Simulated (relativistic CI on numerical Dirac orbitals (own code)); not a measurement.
Relativistic CI calculation, with input and output: Ce³⁺

- system: Ce³⁺.
- method: Dirac-Coulomb-Breit CI, KLI orbitals optimised for each configuration, model QED (radiative potential, 1s self-energy scaled to tabulated hydrogen-like ionisation energies), valence Slater integrals scaled by 0.7, one configuration in a parametric crystal field (relativistic CI on numerical Dirac orbitals, in-house)

The input:
```
atom Ce  Z=58  charge=3  electrons=55
nucleus A=140  rms_radius_fm=4.8771
hamiltonian dirac-coulomb  breit=on  qed=on  c_scale=1
orbitals kli  potential=per-configuration
slater_scale 0.7
correlation none
mixing on
configurations
  [Xe] 4f
end
crystal_field C2v B20=630 B22=170 B40=-380 B42=170 B44=-90 B60=570 B62=10 B64=240 B66=-570
```

Hardware: 1 CPU thread, shared host.

The program writes its results to a structured record and prints no log; tables and figures of this report are taken from that record.

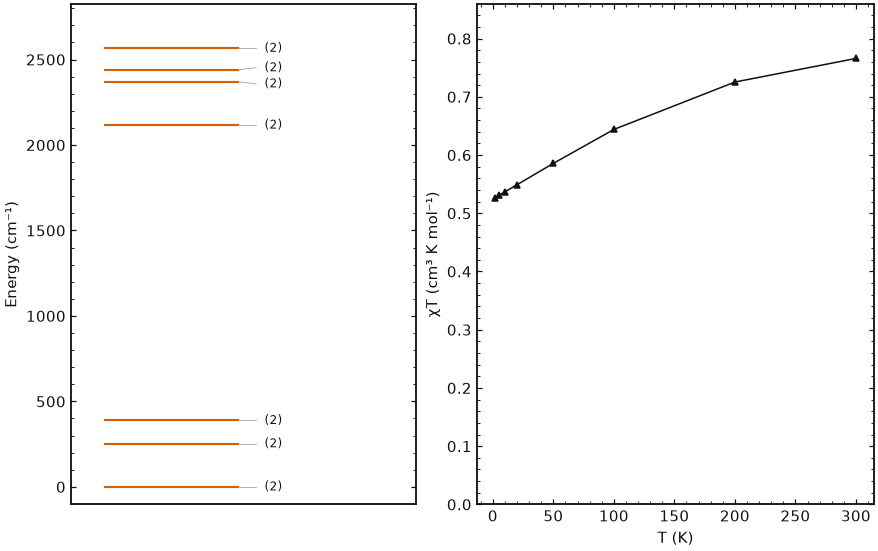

*Ce³⁺ (4f) in a field of C2v symmetry with B20 = 630, B22 = 170, B40 = −380, B42 = 170, B44 = −90, B60 = 570, B62 = 10, B64 = 240, B66 = −570 cm⁻¹ (Wybourne parameters). Labels give the double-group representation and, in brackets, the degeneracy; the lowest 7 of 7 levels are drawn. One open-shell configuration in a parametric field without covalency; powder susceptibility by Van Vleck's formula.*

The ground level is a Kramers doublet, with total spin S = 0.50 and J = 2.51 (from expectation values); its principal g values, for an effective spin of 1/2, are 0.07, 0.48 and 4.07. The next level lies at 252 cm⁻¹. The field lowers the ground state by 225 cm⁻¹ against the free ion. χT is 0.527 cm³ K mol⁻¹ at 2 K, 0.586 at 50 K and 0.766 at 300 K, an effective moment of 2.48 μB at room temperature.

Key numbers:

- outcome: converged
- levels computed: 7
